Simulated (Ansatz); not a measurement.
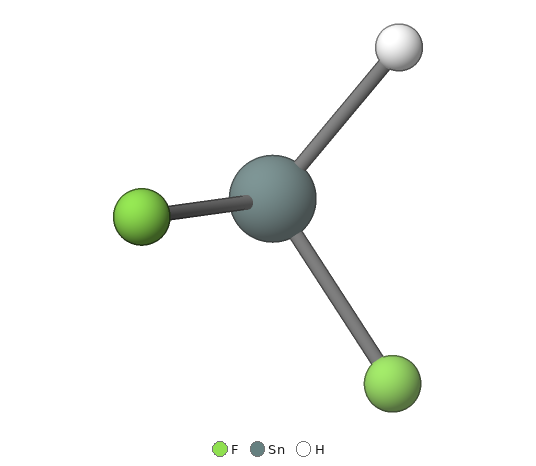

The species is neutral and a spin doublet. Computed geometry: PBE0-D4/def2-TZVP optimisation. No frequency run is at hand to confirm it as a minimum.

Draw it as a skeletal formula.

SMILES: [F][SnH][F]

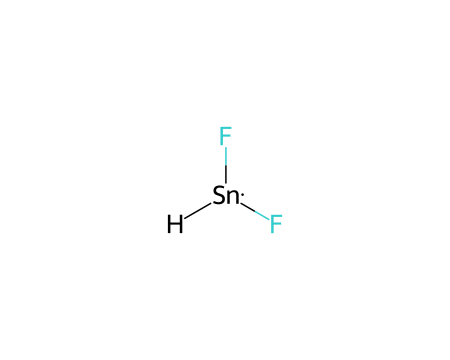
